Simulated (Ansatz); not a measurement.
**B₃H (triplet): the correlation ladder, cc-pVTZ**

How much of the correlation energy of B₃H (triplet) does each wave-function method recover here?

Method: cc-pVTZ, core rule «outside noble gas», up to 3 orbitals frozen; program: Ansatz 0.2.0, Gaussian basis.

The runs, in order: UHF; CCSD(T) on ROHF; CCSD(T) on UHF; BCCD(T) on ROHF; CCSDT(Q) on ROHF; CCSDT(Q) on UHF.

4 further runs of the same task are left out: 4 set aside as unsound or not needed. Runs told in other sessions of the task aren't counted.

**1. What is computed**

The geometry is a PBE0/def2-TZVP stationary point (not a proven minimum) of the parent state, kept for this charge and spin.

4 atoms, charge 0, spin multiplicity 3.

Atoms are counted from 1 here; the program's logs count them from 0.

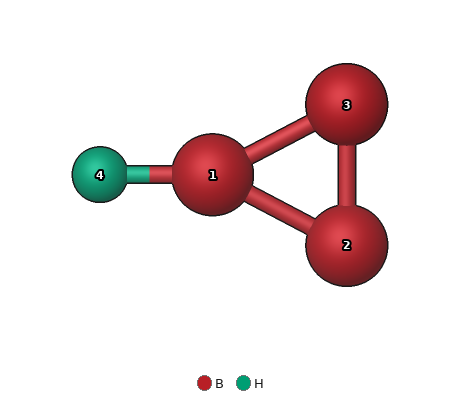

The structure; boron red, hydrogen teal; atoms are numbered from 1 in the order of the file.

In the tables R marks a restricted open-shell determinant and U an unrestricted one; energies count from the table's Hartree-Fock row.

**2. UHF**

Input file in.yaml:

```yaml
crystal:
  periodic: [false, false, false]
  atoms:
    - {symbol: B, position_ang: [0.000000, 0.000000, 0.877935]}
    - {symbol: B, position_ang: [0.000000, -0.744017, -0.535109]}
    - {symbol: B, position_ang: [0.000000, 0.744017, -0.535109]}
    - {symbol: H, position_ang: [0.000000, 0.000000, 2.062404]}
basis:
  gaussian: {orbitals: cc-pVTZ}
magnetization: {spin_polarized: true, initial_magnetization: 2}
hamiltonian: {xc: hf}
output: {orbitals: {seedname: orbitals}}
```

Run with:

```bash
$ ansatz run in.yaml --threads 1 --pin off --events-out ev --progress --plain --max-ram 4096MiB --backend cpu
```

Standard output:

```text
Functional definition: HF
  name "HF"
  cite "Fock, Z. Phys. 61, 126 (1930) doi:10.1007/BF01340294"
  parent pbe
  exchange = exact_x
  correlation = 0
819 factors; their error is unknown
mean field evaluation 1: about -2023.1972 eV, gradient 1.2e1 eV
mean field evaluation 2: about -2024.4468 eV, gradient 3.9e0 eV
mean field evaluation 4: about -2024.8659 eV, gradient 1.6e0 eV
mean field evaluation 8: about -2025.0924 eV, gradient 1.5e-1 eV
mean field evaluation 16: about -2025.1261 eV, gradient 2.7e-5 eV
mean field evaluation 32: about -2024.2856 eV, gradient 1.0e0 eV
mean field evaluation 64: about -2025.1212 eV, gradient 2.1e-1 eV
mean field evaluation 96: about -2024.8647 eV, gradient 1.6e0 eV
mean field -2025.12605349 eV, -74.4220097859 hartree, gradient 2.0e-5 eV, S^2 2.337198; 1 other end points of the search recorded, 0 dependent functions left out
reference -2025.12605349 eV, -74.4220097859 hartree; 9, 7 occupied and 95, 97 virtual orbitals, 819 factors
Total energy: -2025.12605349 eV, -74.4220097859 hartree
```

Run time: 2 s. Hardware: 1 thread of AMD EPYC 7R13, shared host.

From the report: ⟨S²⟩ of the determinant 2.337 (pure triplet: 2.00).

**3. CCSD(T) on ROHF**

Edit in.yaml of step 2 so:

```diff
@@ -9,4 +9,4 @@
   gaussian: {orbitals: cc-pVTZ}
-magnetization: {spin_polarized: true, initial_magnetization: 2}
-hamiltonian: {xc: hf}
-output: {orbitals: {seedname: orbitals}}
+magnetization: {spin_polarized: false, initial_magnetization: 2}
+correlation: {method: ccsd_t, electrons: outside_noble_gas}
+output: {forces: true}
```

Run with:

```bash
$ ansatz run in.yaml --threads 2 --pin off --events-out ev --progress --plain --max-ram 24576MiB --backend cuda --devices 0, --max-vram 18GiB
```

Standard output, cut to the lines that bear on the results:

```text
Functional definition: HF
  name "HF"
  cite "Fock, Z. Phys. 61, 126 (1930) doi:10.1007/BF01340294"
  parent pbe
[...]
608 factors; integrals over basis functions are off by at most 1.8e-3 eV
[...]
mean field -2024.49592984 eV, -74.3988531691 hartree, gradient 3.3e-6 eV, S^2 2.000000; 21 other end points of the search recorded, 0 dependent functions left out
[...]
determinant -2024.49592984 eV, -74.3988531691 hartree, with singles and doubles -2032.34630857 eV, -74.6873492660 hartree
determinant -2024.42246487 eV, -74.3961533813 hartree, with singles and doubles -2032.40030101 eV, -74.6893334519 hartree
determinant -2023.74923060 eV, -74.3714124781 hartree, with singles and doubles -2031.41814804 eV, -74.6532399956 hartree
determinant -2023.64931287 eV, -74.3677405691 hartree, with singles and doubles -2031.62104363 eV, -74.6606962710 hartree
[...]
3 core orbitals not correlated: weight in the atoms' cores, before any rotation towards them, 1.000 or more for the frozen orbitals, at most 0.000 for the correlated occupied ones
reference -2024.42246487 eV, -74.3961533813 hartree; 6, 4 occupied and 95, 97 virtual orbitals, 608 factors
second order -7.01246527 eV of doubles, -0.16194049 eV of singles
cycle   1  -7.82517000 eV  change    8.0e-7 eV  update   2.5e-6
[...]
cycle   3  -7.82517011 eV  change    7.0e-7 eV  update   1.0e-6
perturbative correction -0.50061841 eV, -0.0183973874 hartree
[...]
Total energy: -2032.74825339 eV, -74.7021204660 hartree
Atom 0 at     0.000000     0.000000     0.877935 Å, force     0.000000     0.000024     2.640120 eV/Å
Atom 1 at     0.000000    -0.744017    -0.535109 Å, force     0.000000    -2.815846    -1.285986 eV/Å
Atom 2 at     0.000000     0.744017    -0.535109 Å, force    -0.000000     2.815827    -1.285955 eV/Å
Atom 3 at     0.000000     0.000000     2.062404 Å, force     0.000000    -0.000004    -0.068178 eV/Å
Dipole moment:     0.000000     0.000000     0.165909 e Å
```

It took 25 s on 1 × H100 (card shared with other runs) with 2 threads of AMD EPYC 7R13, shared host; peak host memory 0.96 GiB.

From the report: correlation -8.3258 eV; T1 0.036; largest double amplitude 0.09.

**4. CCSD(T) on UHF**

Edit in.yaml of step 3 so:

```diff
@@ -9,3 +9,3 @@
   gaussian: {orbitals: cc-pVTZ}
-magnetization: {spin_polarized: false, initial_magnetization: 2}
+magnetization: {spin_polarized: true, initial_magnetization: 2}
 correlation: {method: ccsd_t, electrons: outside_noble_gas}
```

Same command.

Standard output, cut to the lines that bear on the results:

```text
Functional definition: HF
  name "HF"
  cite "Fock, Z. Phys. 61, 126 (1930) doi:10.1007/BF01340294"
  parent pbe
[...]
608 factors; integrals over basis functions are off by at most 1.8e-3 eV
[...]
mean field -2025.12606481 eV, -74.4220102020 hartree, gradient 6.2e-6 eV, S^2 2.337199; 13 other end points of the search recorded, 0 dependent functions left out
determinant -2025.12606481 eV, -74.4220102020 hartree, with singles and doubles -2032.35835763 eV, -74.6877920608 hartree
determinant -2024.29339921 eV, -74.3914103055 hartree, with singles and doubles -2031.58219898 eV, -74.6592687565 hartree
determinant -2023.87572308 eV, -74.3760609911 hartree, with singles and doubles -2031.40443732 eV, -74.6527361360 hartree
determinant -2023.54993286 eV, -74.3640884214 hartree, with singles and doubles -2030.74436032 eV, -74.6284787536 hartree
[...]
3 core orbitals not correlated: weight in the atoms' cores, before any rotation towards them, 1.000 or more for the frozen orbitals, at most 0.000 for the correlated occupied ones
reference -2025.12606481 eV, -74.4220102020 hartree; 6, 4 occupied and 95, 97 virtual orbitals, 608 factors
second order -6.04742022 eV of doubles, -0.00000000 eV of singles
cycle   1  -7.10860044 eV  change   -4.6e-1 eV  update   2.5e-2
[...]
cycle  14  -7.14621235 eV  change   -4.3e-8 eV  update   2.4e-7
perturbative correction -0.44986177 eV, -0.0165321153 hartree
[...]
Total energy: -2032.72213894 eV, -74.7011607773 hartree
Atom 0 at     0.000000     0.000000     0.877935 Å, force    -0.000000    -0.000000     2.603900 eV/Å
Atom 1 at     0.000000    -0.744017    -0.535109 Å, force     0.000000    -2.799576    -1.266235 eV/Å
Atom 2 at     0.000000     0.744017    -0.535109 Å, force     0.000000     2.799576    -1.266235 eV/Å
Atom 3 at     0.000000     0.000000     2.062404 Å, force     0.000000     0.000000    -0.071430 eV/Å
Dipole moment:     0.000000     0.000000     0.164125 e Å
```

Wall time 7 s (1 × H100 (card shared with other runs) with 2 threads of AMD EPYC 7R13, shared host); peak host memory 0.97 GiB.

From the report: ⟨S²⟩ of the determinant 2.337 (pure triplet: 2.00); correlation -7.5961 eV; T1 0.060; largest double amplitude 0.08.

**5. BCCD(T) on ROHF**

Edit in.yaml of step 4 so:

```diff
@@ -9,4 +9,3 @@
   gaussian: {orbitals: cc-pVTZ}
-magnetization: {spin_polarized: true, initial_magnetization: 2}
-correlation: {method: ccsd_t, electrons: outside_noble_gas}
-output: {forces: true}
+magnetization: {spin_polarized: false, initial_magnetization: 2}
+correlation: {method: bccd_t, electrons: outside_noble_gas}
```

Launched as before.

Standard output, cut to the lines that bear on the results:

```text
Functional definition: HF
  name "HF"
  cite "Fock, Z. Phys. 61, 126 (1930) doi:10.1007/BF01340294"
  parent pbe
[...]
608 factors; integrals over basis functions are off by at most 1.8e-3 eV
[...]
mean field -2024.49592984 eV, -74.3988531691 hartree, gradient 3.3e-6 eV, S^2 2.000000; 21 other end points of the search recorded, 0 dependent functions left out
[...]
determinant -2024.49592984 eV, -74.3988531691 hartree, with singles and doubles -2032.34630857 eV, -74.6873492660 hartree
determinant -2024.42246487 eV, -74.3961533813 hartree, with singles and doubles -2032.40030101 eV, -74.6893334519 hartree
determinant -2023.74923060 eV, -74.3714124781 hartree, with singles and doubles -2031.41814804 eV, -74.6532399956 hartree
determinant -2023.64931287 eV, -74.3677405691 hartree, with singles and doubles -2031.62104363 eV, -74.6606962710 hartree
[...]
determinant -2021.57514901 eV, -74.2915164531 hartree, with singles and doubles -2029.20758675 eV, -74.5720033667 hartree
determinant -2021.45271354 eV, -74.2870170329 hartree, with singles and doubles -2029.63247563 eV, -74.5876177450 hartree
determinant -2024.49592984 eV, -74.3988531691 hartree, with singles and doubles -2032.23802732 eV, -74.6833700037 hartree
determinant -2024.42246487 eV, -74.3961533813 hartree, with singles and doubles -2032.24763568 eV, -74.6837231042 hartree
[...]
3 core orbitals not correlated: weight in the atoms' cores, before any rotation towards them, 1.000 or more for the frozen orbitals, at most 0.000 for the correlated occupied ones
reference -2024.42246487 eV, -74.3961533813 hartree; 6, 4 occupied and 95, 97 virtual orbitals, 608 factors
second order -7.01246527 eV of doubles, -0.16194049 eV of singles
cycle   1  -7.82842166 eV  change   -3.3e-3 eV  update   8.6e-3
[...]
cycle  11  -7.82708121 eV  change   -3.1e-7 eV  update   5.6e-6
perturbative correction -0.49160827 eV, -0.0180662709 hartree
Total energy: -2032.74115436 eV, -74.7018595813 hartree
```

It took 8 s on 1 × H100 (card shared with other runs) with 2 threads of AMD EPYC 7R13, shared host; peak host memory 0.82 GiB.

From the report: correlation -8.3187 eV; largest double amplitude 0.08.

**6. CCSDT(Q) on ROHF**

Edit in.yaml of step 5 so:

```diff
@@ -10,2 +10,2 @@
 magnetization: {spin_polarized: false, initial_magnetization: 2}
-correlation: {method: bccd_t, electrons: outside_noble_gas}
+correlation: {method: ccsdt_q, electrons: outside_noble_gas}
```

The command is unchanged.

Standard output, cut to the lines that bear on the results:

```text
Functional definition: HF
  name "HF"
  cite "Fock, Z. Phys. 61, 126 (1930) doi:10.1007/BF01340294"
  parent pbe
[...]
1285 factors; integrals over basis functions are off by at most 2.6e-7 eV
[...]
mean field -2024.49594024 eV, -74.3988535512 hartree, gradient 5.0e-6 eV, S^2 2.000000; 23 other end points of the search recorded, 0 dependent functions left out
[...]
determinant -2024.49594024 eV, -74.3988535512 hartree, with singles and doubles -2032.34633252 eV, -74.6873501462 hartree
determinant -2024.42247552 eV, -74.3961537725 hartree, with singles and doubles -2032.40032576 eV, -74.6893343612 hartree
determinant -2023.74924275 eV, -74.3714129245 hartree, with singles and doubles -2031.41817027 eV, -74.6532408128 hartree
determinant -2023.64932567 eV, -74.3677410397 hartree, with singles and doubles -2031.62106802 eV, -74.6606971674 hartree
[...]
determinant -2021.57515952 eV, -74.2915168395 hartree, with singles and doubles -2029.20761373 eV, -74.5720043582 hartree
determinant -2021.45272539 eV, -74.2870174683 hartree, with singles and doubles -2029.63249878 eV, -74.5876185957 hartree
determinant -2024.49594024 eV, -74.3988535512 hartree, with singles and doubles -2032.23802165 eV, -74.6833697951 hartree
determinant -2024.42247552 eV, -74.3961537725 hartree, with singles and doubles -2032.24763025 eV, -74.6837229047 hartree
3 core orbitals not correlated: weight in the atoms' cores, before any rotation towards them, 1.000 or more for the frozen orbitals, at most 0.000 for the correlated occupied ones
reference -2024.42247552 eV, -74.3961537725 hartree; 6, 4 occupied and 95, 97 virtual orbitals, 1285 factors
second order -7.01248324 eV of doubles, -0.16194047 eV of singles
cycle   1  -7.45990774 eV  change   -2.8e-1 eV  update   1.1e-1
[...]
cycle  21  -8.36091559 eV  change    6.6e-7 eV  update   3.1e-7
perturbative correction -0.04536451 eV, -0.0016671149 hartree
Total energy: -2032.82875562 eV, -74.7050788682 hartree
```

It took 37 s on 1 × H100 (card shared with other runs) with 2 threads of AMD EPYC 7R13, shared host; peak host memory 1.4 GiB.

From the report: correlation -8.4063 eV; T1 0.035; largest double amplitude 0.12.

**7. CCSDT(Q) on UHF**

Edit in.yaml of step 6 so:

```diff
@@ -9,3 +9,3 @@
   gaussian: {orbitals: cc-pVTZ}
-magnetization: {spin_polarized: false, initial_magnetization: 2}
+magnetization: {spin_polarized: true, initial_magnetization: 2}
 correlation: {method: ccsdt_q, electrons: outside_noble_gas}
```

Same command.

Standard output, cut to the lines that bear on the results:

```text
Functional definition: HF
  name "HF"
  cite "Fock, Z. Phys. 61, 126 (1930) doi:10.1007/BF01340294"
  parent pbe
[...]
1285 factors; integrals over basis functions are off by at most 2.6e-7 eV
[...]
mean field -2025.12607592 eV, -74.4220106102 hartree, gradient 8.1e-6 eV, S^2 2.337199; 16 other end points of the search recorded, 0 dependent functions left out
determinant -2025.12607592 eV, -74.4220106102 hartree, with singles and doubles -2032.35864975 eV, -74.6878027960 hartree
determinant -2024.29341345 eV, -74.3914108288 hartree, with singles and doubles -2031.58244969 eV, -74.6592779699 hartree
determinant -2023.87573558 eV, -74.3760614505 hartree, with singles and doubles -2031.40466933 eV, -74.6527446625 hartree
determinant -2023.54994337 eV, -74.3640888076 hartree, with singles and doubles -2030.74475243 eV, -74.6284931635 hartree
determinant -2022.56866827 eV, -74.3280276125 hartree, with singles and doubles -2030.46987429 eV, -74.6183915784 hartree
determinant -2022.54986633 eV, -74.3273366539 hartree, with singles and doubles -2029.14185784 eV, -74.5695878739 hartree
determinant -2022.45171606 eV, -74.3237296980 hartree, with singles and doubles -2028.80543308 eV, -74.5572244920 hartree
determinant -2022.09514211 eV, -74.3106258471 hartree, with singles and doubles -2028.90228091 eV, -74.5607835839 hartree
3 core orbitals not correlated: weight in the atoms' cores, before any rotation towards them, 1.000 or more for the frozen orbitals, at most 0.000 for the correlated occupied ones
reference -2025.12607592 eV, -74.4220106102 hartree; 6, 4 occupied and 95, 97 virtual orbitals, 1285 factors
second order -6.04743497 eV of doubles, -0.00000000 eV of singles
cycle   1  -6.59087935 eV  change   -5.4e-1 eV  update   1.1e-1
[...]
cycle  22  -7.66513233 eV  change   -6.4e-8 eV  update   4.7e-7
perturbative correction -0.04238602 eV, -0.0015576576 hartree
Total energy: -2032.83359427 eV, -74.7052566852 hartree
```

It took 26 s on 1 × H100 (card shared with other runs) with 2 threads of AMD EPYC 7R13, shared host; peak host memory 1 GiB.

From the report: ⟨S²⟩ of the determinant 2.337 (pure triplet: 2.00); correlation -7.7075 eV; T1 0.069; largest double amplitude 0.10.

**8. All levels against the top one**

No level here is safe as a reference; RCCSDT(Q) serves as a yardstick only. Rows without a time are mean-field rows or come out of runs for another level: lower rungs of the coupled-cluster runs, or the Hartree-Fock search. The times of RCCSD(T), UCCSD(T) include forces.

```tsv
method	energy from the lowest ROHF (kcal/mol)	from RCCSDT(Q) (kcal/mol)	time
ROHF	0.00	+192.16	
UHF	-14.53	+177.63	
RMP2	-163.75	+28.41	
UMP2	-153.99	+38.17	
RCCSD	-178.76	+13.40	
UCCSD	-179.33	+12.83	
RCCSD(T)	-190.30	+1.86	25 s
UCCSD(T)	-189.70	+2.46	7 s
BCCD(T)	-190.14	+2.02	8 s
RCCSDT	-191.11	+1.05	
UCCSDT	-191.29	+0.87	
RCCSDT(Q)	-192.16	0	37 s
UCCSDT(Q)	-192.27	-0.11	26 s
```

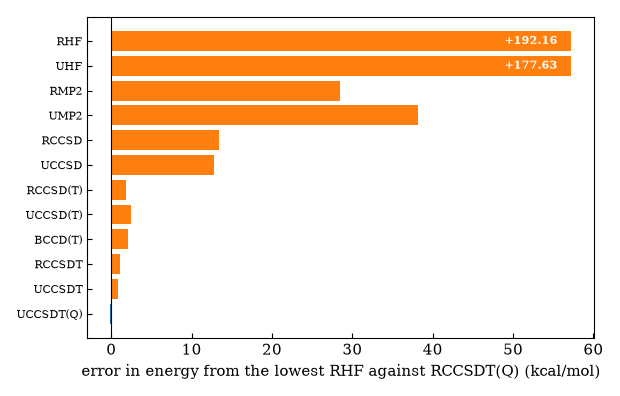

Deviations from RCCSDT(Q), method by method. Bars with a number in them are cut short.

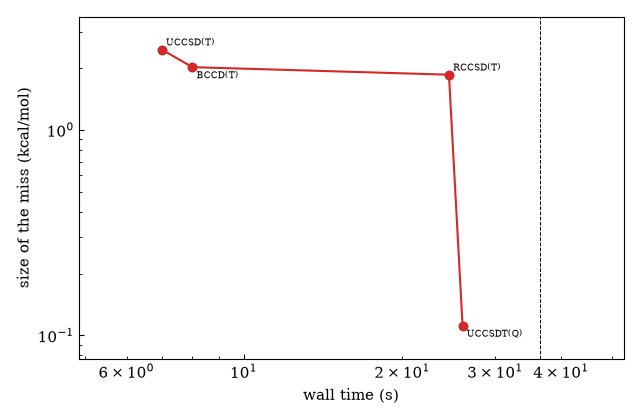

Miss against cost. Red marks the levels that no quicker level drawn beats (of those quicker than the yardstick), and the dashed line is the time of RCCSDT(Q). Times are from a shared host.

The ROHF row is the lowest such solution found; the determinant under the restricted MP2 and coupled-cluster rows lies 0.07 eV higher.

**9. Results**

| quantity | value |
| --- | --- |
| RCCSDT(Q) from the ROHF energy | -8.3328 eV |
| RMP2 from RCCSDT(Q) | +28.41 kcal/mol |
| UMP2 from RCCSDT(Q) | +38.17 kcal/mol |
| RCCSD from RCCSDT(Q) | +13.40 kcal/mol |
| RCCSD(T) from RCCSDT(Q) | +1.86 kcal/mol |
| UCCSD(T) from RCCSDT(Q) | +2.46 kcal/mol |
| UCCSDT(Q) from RCCSDT(Q) | -0.11 kcal/mol |
| T1 diagnostic | 0.036 |

What this shows: RCCSD(T) lands +1.86 kcal/mol from the yardstick (1.0 % of the correlation energy). CCSD(T) misses by +1.86 kcal/mol on the restricted determinant and by +2.46 kcal/mol on the unrestricted one; the two need not hold the same state or core. Coupled cluster took another determinant than the lowest Hartree-Fock one. Warnings: spin contamination; coupled cluster took another determinant than the lowest.
